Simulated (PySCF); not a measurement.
CH6B2N, doublet, SMILES `[BH]NBC`.

PySCF calculation, BLYP/cc-pVTZ, gas phase; geometry: GFN2-xTB. No frequency check shows the geometry to be a minimum. A basis without diffuse functions makes polarisabilities too small. The stability of the open-shell solution wasn't checked. GFN2-xTB doesn't know the spin state, so this open-shell geometry is rough.

Coordinates in Å:

```
B1      -2.1413   -0.0407   -0.0007
N2      -0.7792   -0.3764    0.0000
B3       0.3326    0.5001    0.0019
C4       1.8051   -0.0725    0.0017
H5      -2.5006    1.0713   -0.0022
H6      -0.5405   -1.3629   -0.0006
H7       0.1353    1.6552    0.0024
H8       2.3525    0.2780   -0.8816
H9       2.3604    0.2910    0.8564
H10      1.8598   -1.1600    0.0094
```

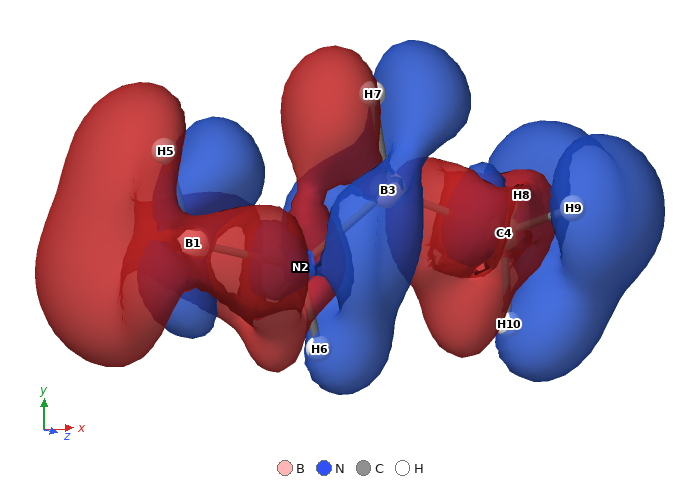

Change of the electron density in a uniform field of 0.10 V/Å, surfaces at ±0.0005 e/Å³ (blue: gain, red: loss).

Along which Cartesian direction does the field point?

Answer. Along −x: electrons gather on the +x side, against the field.

What dipole is induced, and what polarisability does it imply?

Answer. The induced dipole is 0.35 D (along the field); α along this axis, from the fields in both directions, is 69 bohr³ (10.2 Å³).

Which atoms gain and lose the most charge?

Answer. Electrons gather most on H8 and H9 alike (Hirshfeld charge changes by −0.004 e) and leave B1 most (+0.009 e); 0.026 electrons are displaced in all.

Run time: 79 s on 1 thread of Intel(R) Xeon(R) Platinum 8375C CPU @ 2.90GHz (Ice Lake), with other jobs on the host, peak memory 0.71 GiB.
